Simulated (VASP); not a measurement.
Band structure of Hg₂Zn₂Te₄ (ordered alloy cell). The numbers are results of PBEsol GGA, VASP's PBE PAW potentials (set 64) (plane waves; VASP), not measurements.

Unless said otherwise, spin-orbit coupling is left out, though it shifts the bands of the heavy elements here.

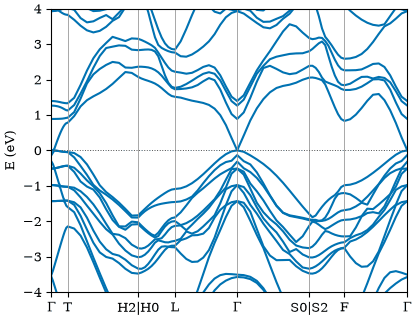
Figure. Bands along high-symmetry lines, zero at the valence-band maximum or, without a gap, the Fermi level

Task: Read the plot: is there a gap, and where are the band edges?

Result: It has no gap at this level: it comes out as a metal or semimetal. (Edges off the drawn lines would not show.)

The structure was generated: Hg2Zn2Te4 was put into an ordered model structure (R3m), which need not be its known phase. It was relaxed first.
